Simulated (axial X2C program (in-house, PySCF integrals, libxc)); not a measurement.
**Relativistic diatomic calculation, with input and output: TaSi⁻**

System: TaSi⁻, single determinant with Ω = 3.
Method: PBE0, two-component X2C with atomic mean-field Coulomb and Gaunt terms, Ta dyall-acv3z, Si dyall-av3z (cores contracted) (axial X2C program (in-house, PySCF integrals, libxc)).

## The input
```
{"zs": [73, 14], "q": -1, "bas": ["dyall-acv3z", "dyall-av3z"], "levels": ["PBE0", "HF", "TPSS"], "cc": true, "r0": 2.62, "thr": -1.0, "nmax": 90, "npts": 10, "nst": 2, "ntry": 6}
```

The line is the task of a batch: nuclear charges, charge, bases, the levels to run, a first guess of the distance and further settings. This report covers PBE0 with spin-orbit coupling. The log is that of the reference distance 2.287 Å.

Launched within a batch (the task file carries these settings):
```bash
python <driver script> task.json out
```

## Log
```
two-component X2C + atomic mean field  PBE0
basis functions 256  fitting functions 1299  grid points 5081
iter        total energy     max residual
   1     -15893.250506525     4.26e+00
   2     -15893.422065924     2.09e-02
   3     -15893.422271283     2.02e-02
   4     -15893.422333921     1.26e-02
   5     -15893.422350175     5.13e-03
   6     -15893.422357760     1.23e-03
   7     -15893.422358386     1.23e-03
   8     -15893.422359050     1.94e-04
   9     -15893.422359159     2.78e-04
  10     -15893.422359253     1.37e-04
  11     -15893.422359368     3.27e-05
  12     -15893.422359377     1.52e-05
converged
one-electron -22290.88521407  Coulomb 6515.85823645  exact exchange -83.96743942  xc functional -257.51919317  nuclear repulsion 236.47534305  atomic mean-field constant -13.38409222
```

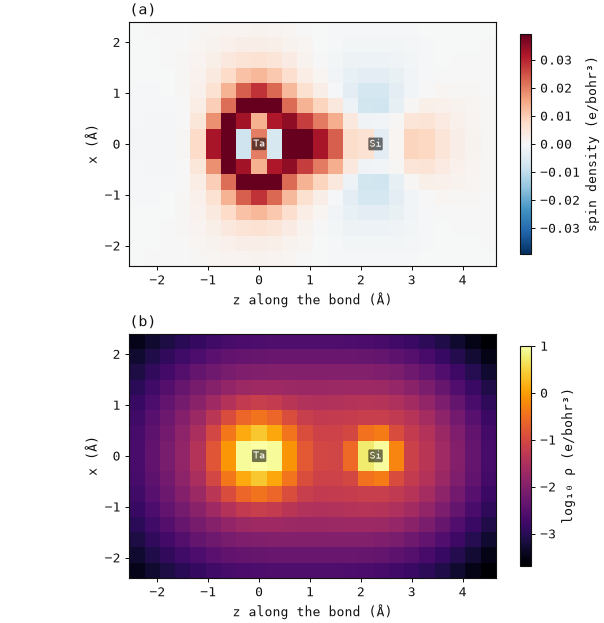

Figure 1. (a) spin density; (b) electron density on a logarithmic scale, in a plane that holds the axis, at 2.29 Å, on points 0.3 Å apart (one half computed, the other mirrored); the structure near the nuclei is finer than these points.

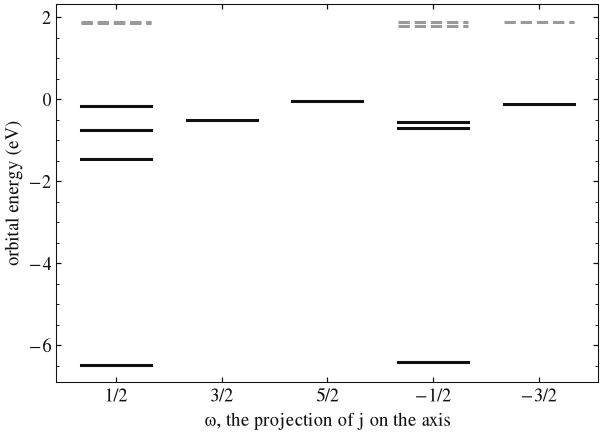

Figure 2. Orbital energies near the frontier at 2.29 Å, filled (solid) and empty (dashed). The highest filled spinor (5/2; 95 % Ta d, 2 % Si f) lies at −0.04 eV, the lowest empty one (−1/2; 68 % Ta p, 23 % Ta s) at 1.79 eV.

## Outcome

| quantity | value |
| --- | --- |
| outcome | not converged in a step after the SCF shown |
| hardware | 1 thread of AMD EPYC (Zen 3), 24 GiB of memory available, shared host |
| wall time | 8.1 s |
| peak memory | 0.68 GiB |

## What went wrong

The SCF whose log is shown converged, but a later step did not. The run therefore gave no full result.
